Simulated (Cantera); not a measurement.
Charge: 1 mol SiC, 0.037 mol O2, 650 mol H2, 0.9 mol N2O, at 133 Pa.

Cantera equilibrium calculation (NASA polynomials, part measured and part estimated; ideal gas, pure solids and liquids). Candidate condensed phases: C, C6H6, C7H8, C8H18, H2O, Si, SiC, SiO2, Si2N2O, Si3N4; 151 gas species. Kinetics and transport are ignored.

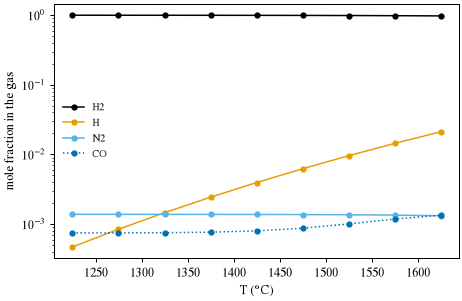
*Equilibrium gas composition (values under 1e-9 drawn at 1e-9)*

Question: Read off the mole fractions at 1225 °C.

Answer: H2 about 1.00, N2 about 0.0014, CO about 0.00075, H about 0.00047.
